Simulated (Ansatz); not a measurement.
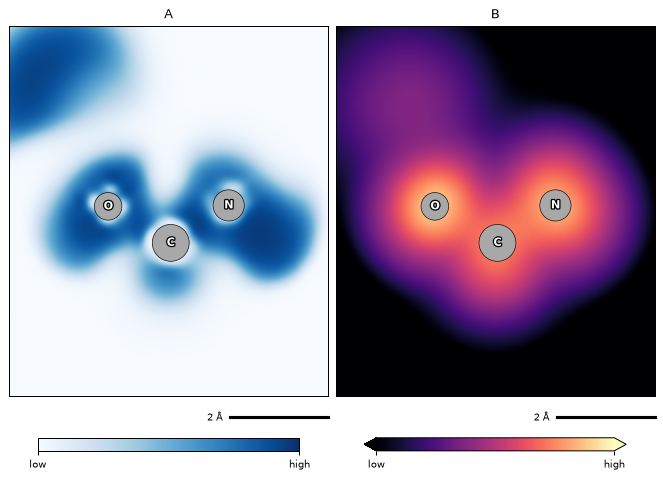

CH$_{6}$InNO: 2 fields on the plane of atoms N1, C2 and O3, with unlabelled colour scales. Grey discs cover the atomic cores.

Core potentials replace the inner electrons of In.

The calculation used RKS PBE/def2-SVP (Ansatz 0.2.0).

Which field does each panel show? The fields are: electron density and electron localisation function.

Answer. Panel A: electron localisation function. Panel B: electron density. From the grid: C–N (1.41 Å): ρ at the midpoint is about 2.1 e/Å³; the ELF peaks at about 0.95 between the atoms (localised, covalent bonding). C–O (1.48 Å): the density is about 1.7 e/Å³ at the midpoint, with its minimum of 1.5 e/Å³ about 0.6 Å from C; the ELF peaks at about 0.90 between the atoms: a polar covalent bond.
